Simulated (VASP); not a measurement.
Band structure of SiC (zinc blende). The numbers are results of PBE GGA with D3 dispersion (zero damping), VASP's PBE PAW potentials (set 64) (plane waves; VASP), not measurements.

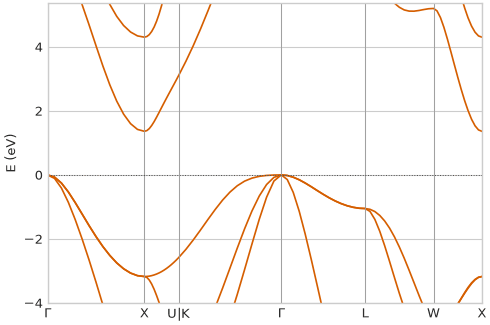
Figure. Bands along high-symmetry lines, zero at the valence-band maximum or, without a gap, the Fermi level

**Question.** Read the plot: is there a gap, and where are the band edges?

**Answer.** The gap is indirect, 1.36 eV, from the valence maximum at Γ to the conduction minimum at X. (Edges off the drawn lines would not show.)

Measured: gap 2.53 eV (computed value off by -1.17 eV), as given by Wei Chen et al., Physical Review Materials (2018), doi:10.1103/physrevmaterials.2.073803 [zero-point renormalisation of 0.11 eV added back (the table's ZPR column)].

The compound is SiC in the zinc blende structure. It was relaxed first.
